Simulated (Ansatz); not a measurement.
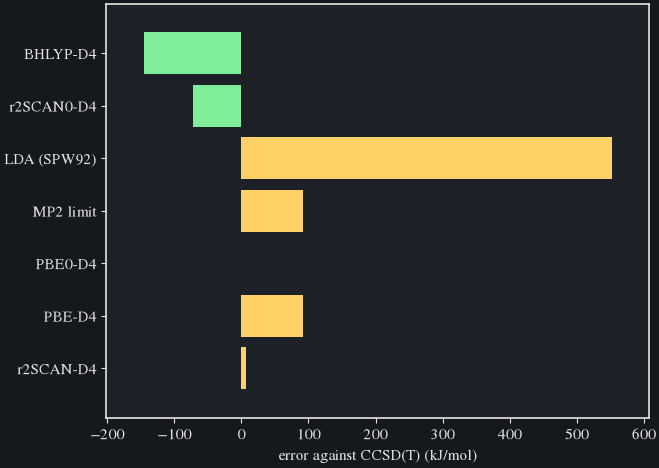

Error in the electronic atomisation energy (method less reference, so positive means overbinding) of CH₄ClNOSi, SMILES N[Si@H]1O[C@H]1Cl: functionals in def2-TZVPP against frozen-core CCSD(T) at the limit (MP2 extrapolated from triple and quadruple zeta, plus CCSD(T) less MP2 in a smaller set), which gives 3223.3 kJ/mol, at a PBE0-D4/def2-TZVP geometry (a minimum by its frequencies), no zero-point or spin-orbit term, the Ansatz code. The reference leaves out core correlation, a term that grows with the number of heavy atoms. Limit means the basis limit.

Which of these levels overbind, and which underbind?

Overbind: LDA (SPW92), MP2 limit and PBE-D4. Underbind: BHLYP-D4 and r2SCAN0-D4. Within 25 kJ/mol of zero, too close to call in view of what the reference leaves out: PBE0-D4 and r2SCAN-D4.

What range do the values span?

From −145.6 kJ/mol (BHLYP-D4) to 552.6 kJ/mol (LDA (SPW92)).
